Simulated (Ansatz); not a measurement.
BeS: pressure series

Take BeS in the zinc blende structure (space group F-43m, No. 216; a = 4.876 Å) as the base.

Cell and atoms are relaxed at each pressure.

All numbers come from Kohn–Sham DFT with the PBE functional, run in Ansatz (a program for electronic structure) with PAW and 420 eV plane waves, no spin-orbit coupling.

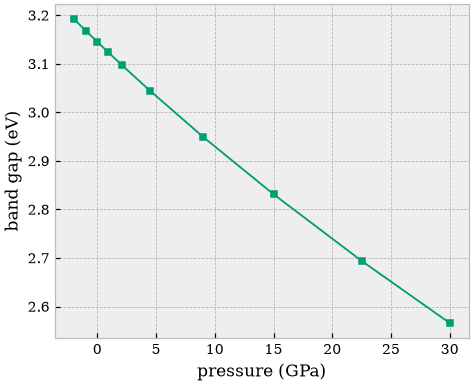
Fig. 1. Band gap against pressure

Task: From the plot, what is the band gap for pressure 15 GPa?

Result: About 2.83 eV.

Task: Is the trend monotonic over the range shown?

Result: Yes, it falls throughout, spanning 2.57 eV to 3.19 eV.

Load acts through the strain it causes; cell and atoms are relaxed under it. Stability against distortions was not tested. Competing high-pressure phases were not computed.
